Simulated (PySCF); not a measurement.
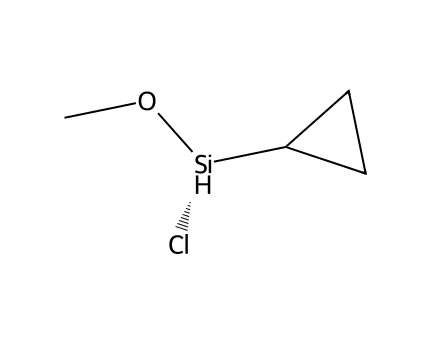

The geometry was computed by an optimisation with GFN2-xTB. No frequency run is at hand to confirm it as a minimum. Level of theory: PBE0/pcSseg-1, gas phase (PySCF 2.14.0).

What does the calculation give?

The species is C4H9ClOSi (`CO[Si@@H](Cl)C1CC1`).
- dipole moment: 1.22 D
- HOMO energy (Kohn–Sham orbital): −8.20 eV
- LUMO energy (Kohn–Sham orbital): 0.78 eV
- HOMO–LUMO gap: 8.98 eV

The geometry is semi-empirical. Around Si such bond lengths and angles can be off by a tenth of an ångström or more and by several degrees, and values that hang on the shape move with them.
